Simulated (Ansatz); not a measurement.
AlF3···H2

Input

```
crystal:
  periodic: [false, false, false]
  atoms:
    - { symbol: Al, position_ang: [0.0, 0.0, 0.0] }
    - { symbol: F, position_ang: [0.0, 0.0, 2.04] }
    - { symbol: F, position_ang: [1.4635, 0.0, -0.845] }
    - { symbol: F, position_ang: [-1.4635, 0.0, -0.845] }
    - { symbol: H, position_ang: [0.0777, -1.7634, 0.5865] }
    - { symbol: H, position_ang: [0.0582, -1.3201, 1.5347] }
basis:
  gaussian: { orbitals: def2-SVP }
hamiltonian:
  xc: pbe0
relax:
  f_tol: 0.15
  max_steps: 25
  restrain:
    - { distance: [0, 4], at: 2.76, k: 30.0 }
    - { distance: [5, 1], at: 2.12, k: 30.0 }
    - { distance: [0, 1], at: 1.69, k: 30.0 }
    - { distance: [5, 4], at: 0.66, k: 30.0 }
output:
  orbitals: {}
```

Run with:

```sh
ansatz run input.yaml --threads 1 --pin off --max-ram 2048MiB --backend cpu --events-out ev --progress --plain --runs-dir out
```

The fields are those of the run's last geometry, not of the input's.

Not at a stationary point (largest force 1.7 eV/Å).

Level of theory: RKS PBE0/def2-SVP in Ansatz 0.2.0.

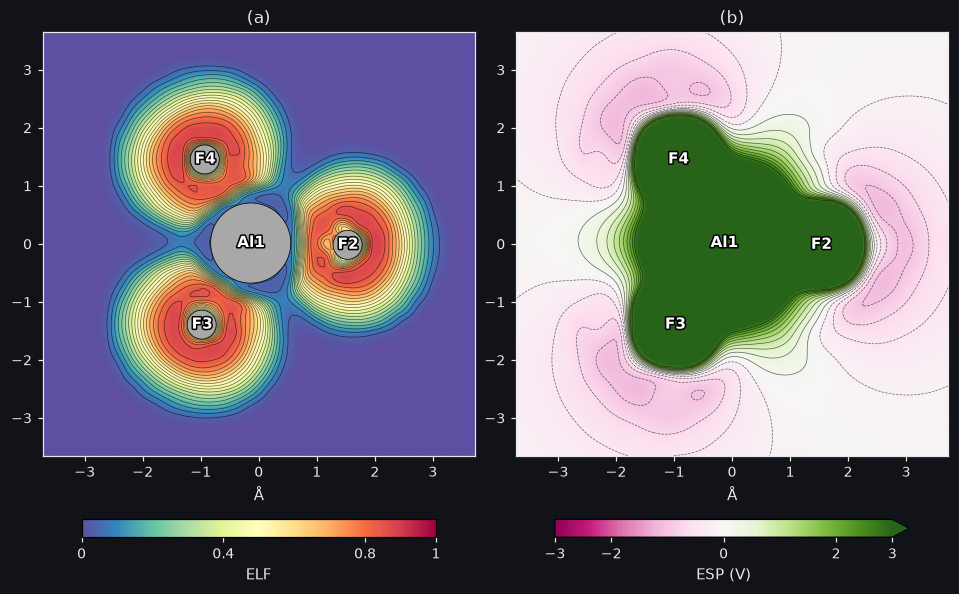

Figure 1. (a) ELF; (b) molecular electrostatic potential on the plane of atoms F2, Al1 and F4. Grey discs cover the atomic cores in the ELF map.

**Interpret the plot.**

- Atoms in the plane: Al and F.
- Al–F (1.64 Å): the ELF peaks at about 0.85 in the valence shell of F, 0.6 Å from its nucleus, and is about 0.30 at the midpoint.
- The ELF also peaks beside F3, F2 and F4, away from the bonds: lone-pair regions.
- Outside the dense part of the complex the potential is most negative (−1.2 V) near F3 and F4.

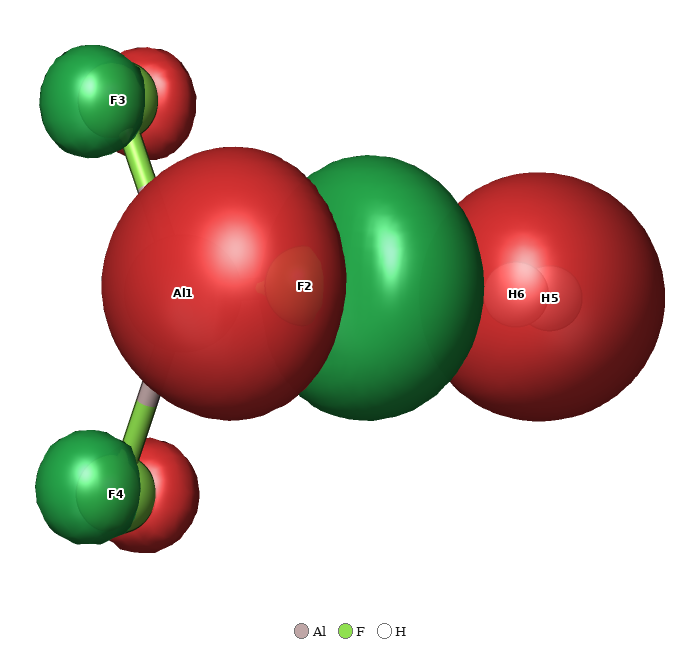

Figure 2. The HOMO−1 at ±0.1 Å⁻³ᐟ² (green and red are the two phases), seen across its widest extent.

**Describe this orbital and give its energy.**

It lies mainly on F2 (about 75 %), H5 (about 10 %) and H6 (about 5 %); largely a lone pair of F2. Its energy is −11.59 eV.
